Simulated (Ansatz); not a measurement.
Sr$_{6}$MgAg

```cif
data_structure
_symmetry_space_group_name_H-M 'P 1'
_symmetry_Int_Tables_number 1
_cell_length_a 11.0399
_cell_length_b 11.0399
_cell_length_c 11.2470
_cell_angle_alpha 90.000
_cell_angle_beta 90.000
_cell_angle_gamma 120.000
_cell_volume 1187.13
loop_
_atom_site_label
_atom_site_type_symbol
_atom_site_fract_x
_atom_site_fract_y
_atom_site_fract_z
_atom_site_occupancy
Sr1 Sr 0.99548 0.66667 0.16667 1
Sr2 Sr 0.66215 0.00000 0.50000 1
Sr3 Sr 0.32881 0.33333 0.83333 1
Sr4 Sr 0.33333 0.32881 0.16667 1
Sr5 Sr 0.00000 0.66215 0.50000 1
Sr6 Sr 0.66667 0.99548 0.83333 1
Sr7 Sr 0.67119 0.00452 0.16667 1
Sr8 Sr 0.33785 0.33785 0.50000 1
Sr9 Sr 0.00452 0.67119 0.83333 1
Sr10 Sr 0.67119 0.66667 0.16667 1
Sr11 Sr 0.33785 0.00000 0.50000 1
Sr12 Sr 0.00452 0.33333 0.83333 1
Sr13 Sr 0.33333 0.00452 0.16667 1
Sr14 Sr 0.00000 0.33785 0.50000 1
Sr15 Sr 0.66667 0.67119 0.83333 1
Sr16 Sr 0.99548 0.32881 0.16667 1
Sr17 Sr 0.66215 0.66215 0.50000 1
Sr18 Sr 0.32881 0.99548 0.83333 1
Mg1 Mg 0.33333 0.66667 0.16667 1
Mg2 Mg 0.00000 0.00000 0.50000 1
Mg3 Mg 0.66667 0.33333 0.83333 1
Ag1 Ag 0.00000 0.00000 0.00000 1
Ag2 Ag 0.66667 0.33333 0.33333 1
Ag3 Ag 0.33333 0.66667 0.66667 1
```

Space group R-3m; a structure generated by program, which may or may not match a known phase; computed without spin polarisation.

Computed with Ansatz, DFT PBE, scalar-relativistic, plane waves, PAW.

Predict the valence pseudo-density and electron localisation function between the atoms.

Sr–Sr (3.58 Å): the density is about 0.06 e/Å³ at the midpoint; the ELF is about 0.10 at the midpoint: no shared electron pair shows on this line.
Sr–Mg (3.73 Å): the density is about 0.07 e/Å³ at the midpoint; the ELF peaks at about 0.65 between the atoms.
Sr–Ag (4.11 Å): ρ is about 0.05 e/Å³ halfway; the ELF is about 0.25 at the midpoint (no shared electron pair shows on this line).
Sr–Sr (3.75 Å): ρ at the midpoint is about 0.05 e/Å³; the ELF is about 0.10 at the midpoint: no localised pair shows between them.

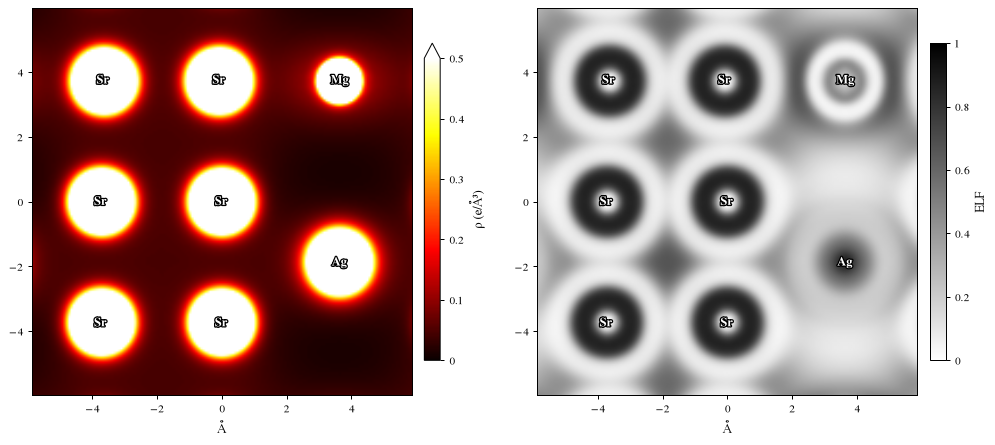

Computed valence pseudo-density and electron localisation function on the (100) plane of the conventional cell, in this order. 

The density is the valence pseudo-density of a PAW calculation; it isn't the true density close to the nuclei.
